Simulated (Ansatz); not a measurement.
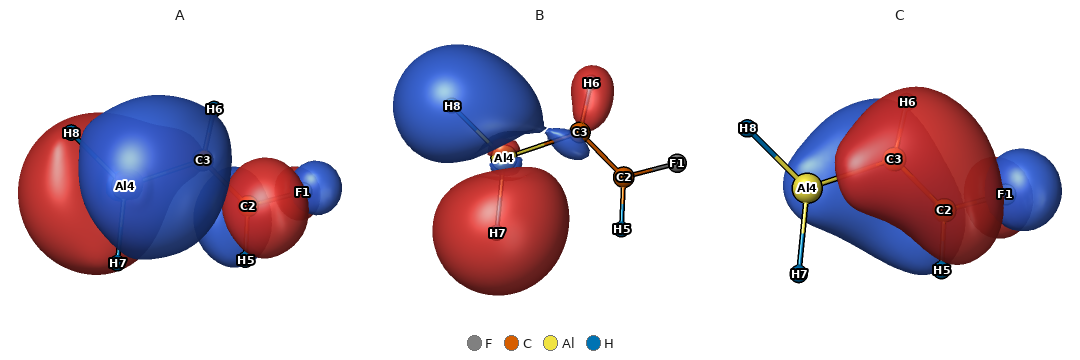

The picture shows: C2H4AlF. Three frontier orbitals at ±0.08 Å⁻³ᐟ² (blue and red are the two phases), in no order.

Level of theory: Ansatz 0.2.0, UKS r2SCANh/def2-SVP.

Input file:

```
crystal:
  periodic: [false, false, false]
  atoms:
    - { symbol: F, position_ang: [-0.457, 2.5416, 0.2343] }
    - { symbol: C, position_ang: [-0.1622, 1.3594, -0.2536] }
    - { symbol: C, position_ang: [-0.2563, 0.2964, 0.5296] }
    - { symbol: Al, position_ang: [0.3444, -1.4934, -0.1059] }
    - { symbol: H, position_ang: [0.172, 1.2616, -1.3009] }
    - { symbol: H, position_ang: [-0.5538, 0.4184, 1.5703] }
    - { symbol: H, position_ang: [0.7876, -1.7002, -1.6051] }
    - { symbol: H, position_ang: [0.2175, -2.7409, 0.8755] }
magnetization:
  spin_polarized: true
basis:
  gaussian: { orbitals: def2-SVP }
hamiltonian:
  xc: r2scanh
relax:
  f_tol: 0.02
  max_steps: 50
output:
  orbitals: {}
```

Launched as:

```sh
ansatz run input.yaml --threads 2 --pin off --max-ram 3072MiB --backend cpu --events-out ev --progress --plain --runs-dir out
```

The fields are those of the run's last geometry, not of the input's.

Q: Which picture is the HOMO−1, the HOMO and the LUMO?

A: B is the HOMO−1 (−8.03 eV). It lies mainly on Al4 (about 35 %), H7 (about 35 %) and H8 (about 25 %); it is symmetric in the molecular plane (an in-plane orbital: σ, lone-pair or in-plane π type). C is the HOMO (−7.40 eV). Its weight (Hirshfeld) is mainly on C3 (about 40 %), C2 (about 30 %) and F1 (about 15 %); it changes sign across the molecular plane (π type); π-bonding across C2–C3; π-antibonding (a node) across F1–C2. A is the LUMO (−1.92 eV). By Hirshfeld shares it lies mainly on Al4 (about 60 %), C2 (about 15 %) and C3 (about 10 %); it changes sign across the molecular plane (π type); π-antibonding (a node) across C2–C3.

Q: What is the HOMO–LUMO gap?

A: 5.48 eV between the orbital energies.
